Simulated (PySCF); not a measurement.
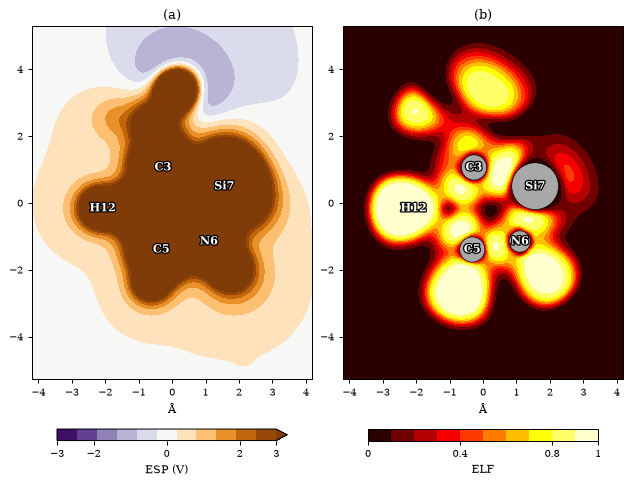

The picture shows: C₄H₁₀FNSi. (a) electrostatic potential; (b) electron localisation function on the plane of atoms C3, Si7 and N6. Grey discs cover the atomic cores in the ELF map.

Geometry: GFN2-xTB.

These are results of PySCF 2.14.0, PBE0/pcSseg-1, SCF density, gas phase, non-relativistic, not measurements.

```xyz
17

F     2.9440    0.5696    0.3374
C     2.0519   -0.2990   -0.2514
C     0.6817   -0.1555    0.3768
C    -0.3319   -1.1044   -0.2618
C    -1.7240   -0.5806    0.0791
N    -1.6676    0.8560   -0.1088
Si   -0.1313    1.5636    0.1828
H     2.4687   -1.3053   -0.1180
H     2.0342   -0.0493   -1.3176
H     0.7764   -0.3976    1.4392
H    -0.2061   -1.0781   -1.3464
H    -0.2066   -2.1354    0.0739
H    -1.9825   -0.8423    1.1152
H    -2.4829   -1.0157   -0.5790
H    -2.5527    1.3271   -0.0356
H     0.3145    2.2999   -1.0008
H     0.0072    2.3591    1.4051
```

Q: What does the map show?

A: The section cuts through C, N, Si and H sites. C–N (1.45 Å): the ELF peaks at about 0.90 between the atoms (localised, covalent bonding). Si–N (1.72 Å): the ELF peaks at about 0.90 between the atoms, as expected for a polar covalent bond. C–Si (1.91 Å): the ELF peaks at about 0.95 between the atoms, as expected for a shared electron pair. The ELF also peaks beside F1, away from the bonds: lone-pair regions. Outside the dense part of the molecule the potential is most negative (−1.3 V) near F1, which lies off the plane.
